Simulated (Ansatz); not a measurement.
# Single-point calculation of C$_{2}$H$_{4}$FGe

System: C$_{2}$H$_{4}$FGe, multiplicity 2, SMILES C=[CH][GeH][F].
Method: UKS PBE0-D4/def2-TZVPP (Ansatz 0.2.0).

The geometry comes from this level: PBE0-D4/def2-TZVP.

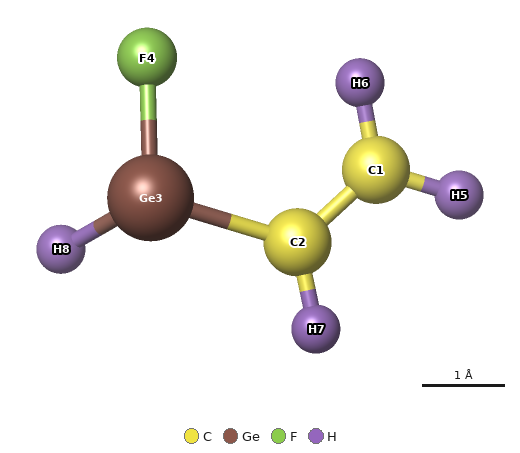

The input geometry (ball-and-stick view, seen at a tilt; atoms are numbered from 1 in the order of the input). Sticks mark near contacts.

Input:
```yaml
crystal:
  periodic: [false, false, false]
  atoms:
    - {symbol: C, position_ang: [-0.160787, 1.290039, -0.176560]}
    - {symbol: C, position_ang: [0.568913, 0.203136, -0.415698]}
    - {symbol: Ge, position_ang: [0.333408, -1.419265, 0.599792]}
    - {symbol: F, position_ang: [-1.139673, -1.170892, 1.514216]}
    - {symbol: H, position_ang: [-0.012798, 2.209000, -0.736800]}
    - {symbol: H, position_ang: [-0.941788, 1.297696, 0.577112]}
    - {symbol: H, position_ang: [1.358256, 0.225519, -1.163292]}
    - {symbol: H, position_ang: [0.086668, -2.692432, -0.254569]}
basis:
  gaussian: {orbitals: def2-TZVPP}
magnetization: {spin_polarized: true, initial_magnetization: 1}
hamiltonian: {xc: pbe0, dispersion: d4}
output: {orbitals: {seedname: orbitals}}
```

Run as:
```bash
ansatz run in.yaml --threads 4 --pin off --events-out ev --progress --plain --max-ram 10444MiB
```

Log:
```
Functional definition: PBE0
  name "PBE0"
  cite "Adamo & Barone, J. Chem. Phys. 110, 6158 (1999) doi:10.1063/1.478522"
  cite "Perdew, Burke & Ernzerhof, Phys. Rev. Lett. 77, 3865 (1996) doi:10.1103/PhysRevLett.77.3865"
  parent pbe
  parameter a = 0.25
  parameter kappa = 0.804
  parameter beta = 0.06672455060314922
  exchange = (1 - a)*pbe_x(kappa = kappa, mu = beta*pi^2/3) + a*exact_x
  correlation = pbe_c(beta = beta)
1153 factors; their error is unknown
mean field evaluation 1: about -61349.7357 eV, gradient 5.1e1 eV
mean field evaluation 2: about -61310.3494 eV, gradient 9.5e1 eV
mean field evaluation 4: about -61362.5730 eV, gradient 8.0e0 eV
mean field evaluation 8: about -61362.8187 eV, gradient 6.4e-2 eV
mean field evaluation 16: about -61363.0974 eV, gradient 1.0e-3 eV
mean field -61363.09740106 eV, -2255.0522360877 hartree, gradient 7.2e-5 eV, S^2 0.755241; 0 other end points of the search recorded, 0 dependent functions left out
reference -61363.09742780 eV, -2255.0522370704 hartree; 29, 28 occupied and 168, 169 virtual orbitals, 1153 factors
Total energy: -61363.22210889 eV, -2255.0568190157 hartree
```

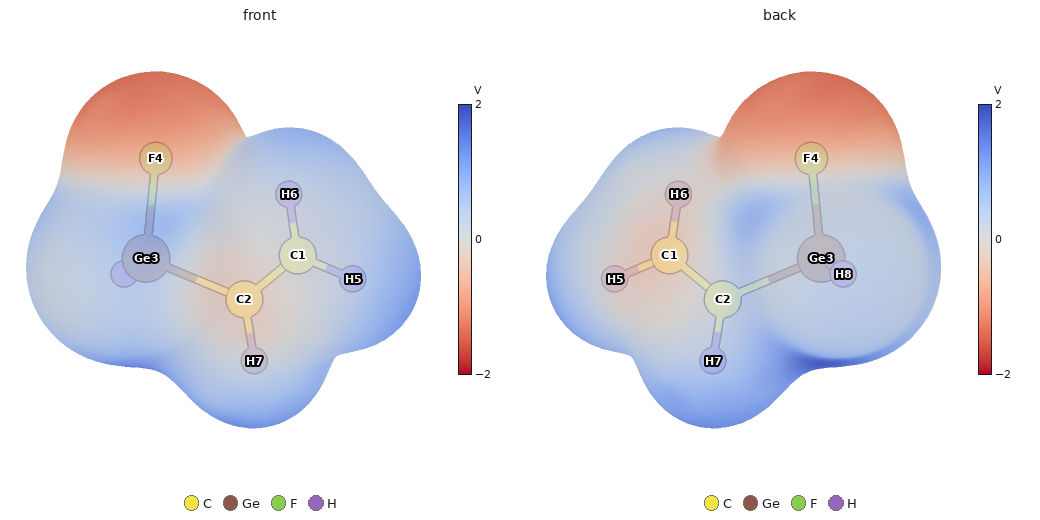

The molecular electrostatic potential painted on the density surface at 0.002 e/bohr³, seen at a tilt and from behind; red is negative and blue positive.

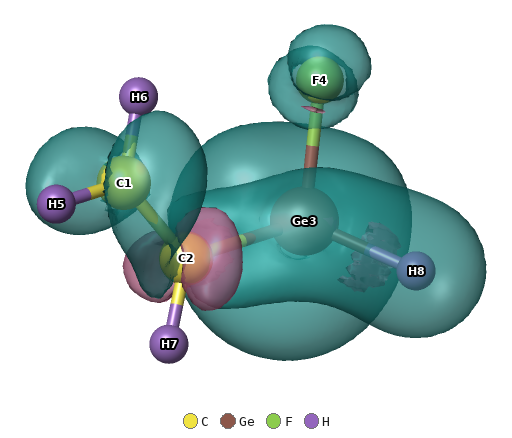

Isosurfaces of the spin density at +0.01 (teal) and −0.01 e/Å³ (pink), seen at an oblique angle. The unpaired spin (1 electron) lies mostly on Ge3 (about 0.7), C1 (about 0.1) and H8 (about 0.1), in electrons by Hirshfeld's partition.

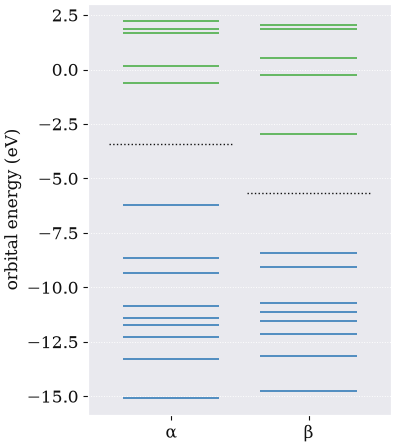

Orbital energies near the frontier for α and β spins; the dotted line parts filled from empty levels, and levels within 0.02 eV of each other stand side by side. α: highest filled −6.24 eV, lowest empty −0.62 eV, 5.62 eV apart; β: highest filled −8.41 eV, lowest empty −2.95 eV, 5.46 eV apart.

Key numbers:

| quantity | value |
| --- | --- |
| outcome | converged |
| total energy | −61363.2221 eV |
| mean-field energy | −61363.0974 eV |
| dispersion energy | −0.1247 eV |
| ⟨S²⟩ | 0.755 |
| SCF solution under orbital rotations | stable |
| HOMO (either spin) | −6.24 eV |
| LUMO (either spin) | −2.95 eV |
| hardware | 4 threads of Arm Neoverse V2, 23 GiB of memory available, shared host |
| wall time | 3.4 s (CPU time 13 s) |
| peak memory | 0.57 GiB |
